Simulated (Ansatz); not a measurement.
# AlCuFGeH3 (SMILES [F][Al+][Cu-][GeH3]): what the fields show

```xyz
7

Al   -1.5805   -0.2862   -0.3508
Cu    0.3759   -0.4230   -1.6512
F    -2.5991   -0.2005    0.9599
Ge    2.6307   -0.5612   -2.3193
H     3.5661    0.4366   -1.5757
H     3.2785   -1.9552   -2.0731
H     2.8809   -0.2768   -3.8293
```

Geometry: B3LYP-D3(BJ)/def2-SVP.

All numbers below come from Ansatz, isolated molecule in a Gaussian basis; Kohn-Sham density functional theory, functional PBE0.

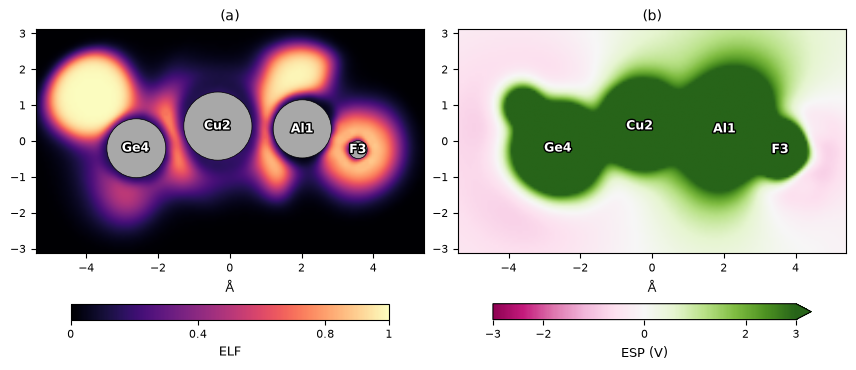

Figure 1. (a) ELF; (b) electrostatic potential on the plane of atoms Cu2, Al1 and F3. Grey discs cover the atomic cores in the ELF map.

> Interpret the plot.

- Atoms in the plane: Al, Cu, F and Ge.
- Al–F (1.66 Å): the ELF peaks at about 0.85 in the valence shell of F, 0.5 Å from its nucleus, and is about 0.35 at the midpoint.
- Al–Cu (2.35 Å): the ELF peaks at about 0.65 between the atoms.
- Cu–Ge (2.36 Å): the ELF peaks at about 0.70 between the atoms.
- The ELF also peaks beside F3 and Al1, away from the bonds: lone-pair regions.
- Outside the dense part of the molecule the potential is most negative (−0.8 V) near F3.

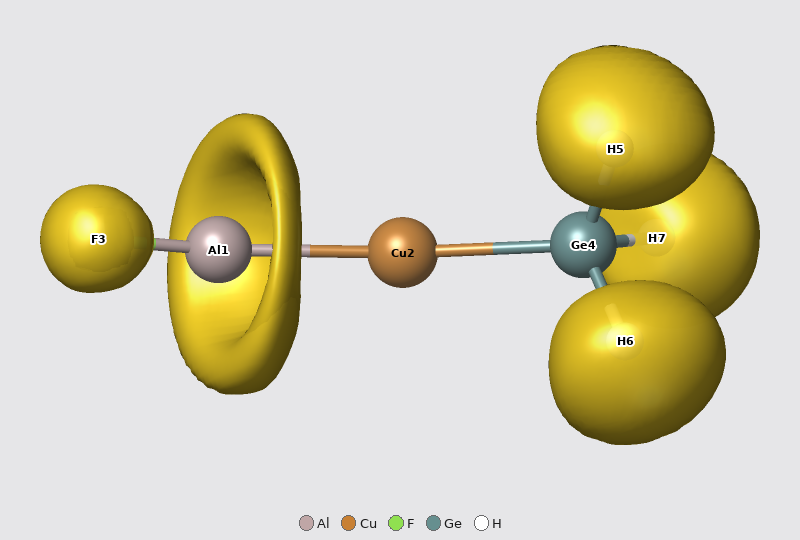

Figure 2. Isosurface of the ELF at 0.8 (yellow), seen from one side. Only the valence region is drawn (cores and ρ < 0.01 e/Å³ removed).

> Describe the localisation domains.

The ELF exceeds this value in three regions around hydrogen nuclei, one region wrapped around Al (its valence shell) and one region wrapped around F (its valence shell).

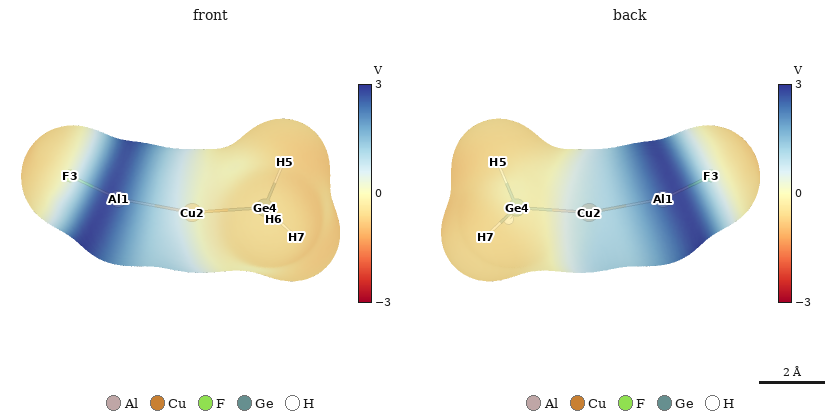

Figure 3. The molecular electrostatic potential painted on the density surface at 0.002 e/bohr³, seen from the front and from behind; the colour scale runs from red (negative) to blue (positive).

> Which sites attract a positive test charge, and which a negative one?

A positive charge is drawn to the negative regions and a negative charge to the positive ones. The most negative region (about −0.8 V) lies over F3, H5, H6 and H7, the most positive (about +2.9 V) over Al1.

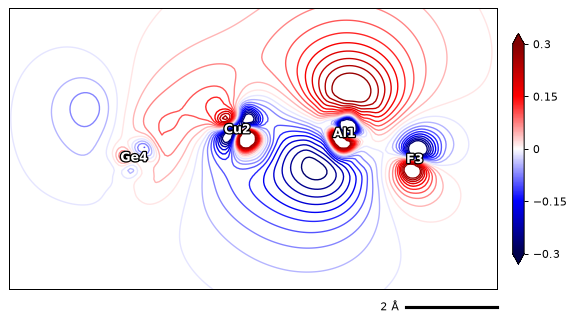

Figure 4. The LUMO on the plane of atoms Cu2, Al1 and F3 (values in Å⁻³ᐟ²; the overall sign is arbitrary).

> What is the character of this orbital?

By Hirshfeld shares it lies mainly on Al1 (about 70 %) and Cu2 (about 25 %). Its energy is −2.53 eV.
